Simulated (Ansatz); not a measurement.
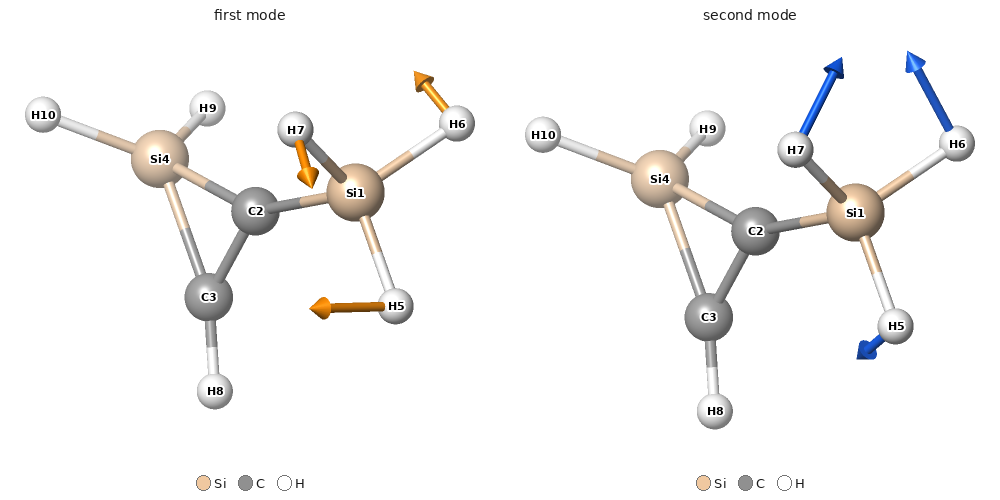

The system is C2H6Si2, SMILES [SiH3]C1=C[SiH2]1; the picture shows the reference structure; its two panels give the patterns of the first and the second mode as arrows. Coordinates scanned: (1) normal mode 14 (950 cm⁻¹); (2) normal mode 15 (951 cm⁻¹). Nothing is relaxed (straight displacements along the two mass-weighted modes). The grid has 15 × 15 points. Points are written as (first, second). All energies are given in eV relative to the relaxed molecule at the same level. Theory: Ansatz 0.2.0, RKS wB97M-V/def2-SVP.

Its coordinates:

```xyz
10

Si   -1.1204    1.0372   -0.8962
C     0.0153   -0.1202    0.0144
C     0.1534   -1.4390    0.2190
Si    1.4562   -0.5220    1.0850
H    -2.1889    0.2817   -1.6059
H    -1.7448    1.9780    0.0708
H    -0.3354    1.8222   -1.8850
H    -0.3969   -2.3253   -0.1071
H     1.4049   -0.3026    2.5490
H     2.8395   -0.4613    0.5589
```

Range: normal mode 14 (950 cm⁻¹) from −0.425 to 0.425 amu½·Å; normal mode 15 (951 cm⁻¹) from −0.425 to 0.425 amu½·Å.

What will the energy surface look like?

Answer. The lowest grid point is at (0.000 amu½·Å, 0.000 amu½·Å), 0.000 eV from the relaxed molecule at the same level. It is the only kind of minimum in the scanned range. The highest grid point, (−0.425 amu½·Å, −0.425 amu½·Å), lies 0.656 eV above the lowest.

| second ↓, first → | −0.425 | −0.364 | −0.304 | −0.243 | −0.182 | −0.121 | −0.061 | 0.000 | 0.061 | 0.121 | 0.182 | 0.243 | 0.304 | 0.364 | 0.425 |
| --- | --- | --- | --- | --- | --- | --- | --- | --- | --- | --- | --- | --- | --- | --- | --- |
| 0.425 | 0.584 | 0.513 | 0.454 | 0.405 | 0.367 | 0.340 | 0.324 | 0.318 | 0.322 | 0.338 | 0.363 | 0.400 | 0.448 | 0.507 | 0.577 |
| 0.364 | 0.501 | 0.429 | 0.369 | 0.320 | 0.282 | 0.254 | 0.238 | 0.232 | 0.236 | 0.252 | 0.279 | 0.316 | 0.365 | 0.425 | 0.497 |
| 0.303 | 0.433 | 0.360 | 0.299 | 0.249 | 0.210 | 0.182 | 0.165 | 0.159 | 0.164 | 0.181 | 0.208 | 0.246 | 0.296 | 0.358 | 0.432 |
| 0.243 | 0.380 | 0.305 | 0.243 | 0.192 | 0.152 | 0.124 | 0.107 | 0.101 | 0.106 | 0.123 | 0.151 | 0.190 | 0.241 | 0.304 | 0.380 |
| 0.182 | 0.340 | 0.264 | 0.200 | 0.148 | 0.108 | 0.079 | 0.062 | 0.056 | 0.062 | 0.079 | 0.108 | 0.148 | 0.200 | 0.265 | 0.341 |
| 0.121 | 0.314 | 0.237 | 0.172 | 0.119 | 0.078 | 0.048 | 0.031 | 0.025 | 0.031 | 0.048 | 0.077 | 0.119 | 0.172 | 0.238 | 0.317 |
| 0.061 | 0.302 | 0.223 | 0.156 | 0.102 | 0.060 | 0.030 | 0.012 | 0.006 | 0.012 | 0.030 | 0.060 | 0.102 | 0.157 | 0.225 | 0.305 |
| 0.000 | 0.303 | 0.222 | 0.154 | 0.098 | 0.055 | 0.024 | 0.006 | 0.000 | 0.006 | 0.025 | 0.055 | 0.099 | 0.155 | 0.224 | 0.306 |
| −0.061 | 0.316 | 0.234 | 0.164 | 0.107 | 0.063 | 0.031 | 0.012 | 0.006 | 0.012 | 0.031 | 0.063 | 0.107 | 0.165 | 0.235 | 0.320 |
| −0.121 | 0.343 | 0.258 | 0.186 | 0.128 | 0.083 | 0.050 | 0.031 | 0.024 | 0.031 | 0.050 | 0.082 | 0.128 | 0.187 | 0.259 | 0.345 |
| −0.182 | 0.382 | 0.294 | 0.221 | 0.161 | 0.114 | 0.081 | 0.061 | 0.054 | 0.061 | 0.080 | 0.114 | 0.160 | 0.221 | 0.295 | 0.383 |
| −0.243 | 0.432 | 0.343 | 0.268 | 0.206 | 0.158 | 0.124 | 0.103 | 0.096 | 0.102 | 0.123 | 0.157 | 0.204 | 0.266 | 0.342 | 0.432 |
| −0.303 | 0.495 | 0.404 | 0.326 | 0.263 | 0.213 | 0.178 | 0.156 | 0.149 | 0.156 | 0.176 | 0.211 | 0.260 | 0.323 | 0.401 | 0.493 |
| −0.364 | 0.570 | 0.476 | 0.396 | 0.331 | 0.280 | 0.244 | 0.222 | 0.214 | 0.221 | 0.242 | 0.277 | 0.327 | 0.392 | 0.471 | 0.566 |
| −0.425 | 0.656 | 0.560 | 0.478 | 0.411 | 0.359 | 0.321 | 0.299 | 0.290 | 0.297 | 0.318 | 0.355 | 0.406 | 0.472 | 0.553 | 0.649 |

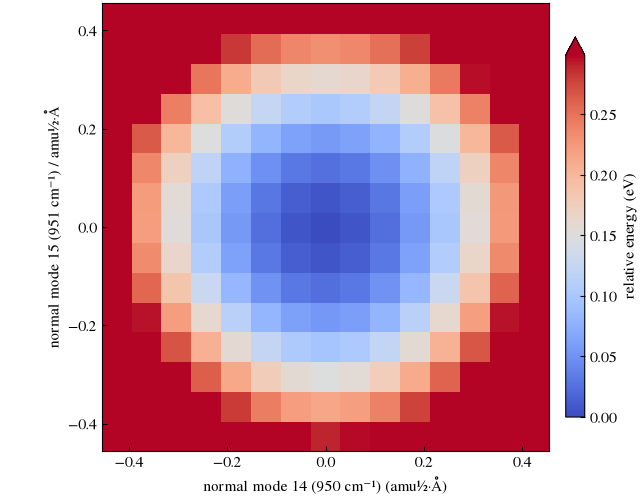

In the figure: one coloured cell a grid point, one colour for all values above the top of the scale.

Each point was launched as `ansatz run input.yaml --threads 1 --pin off --max-ram 2560MiB --backend cpu --events-out ev --progress --plain --runs-dir out`. The whole map (225 points run) took 24 min on 1 thread of AMD EPYC 9R45 96-Core Processor (Zen 5) (shared host).
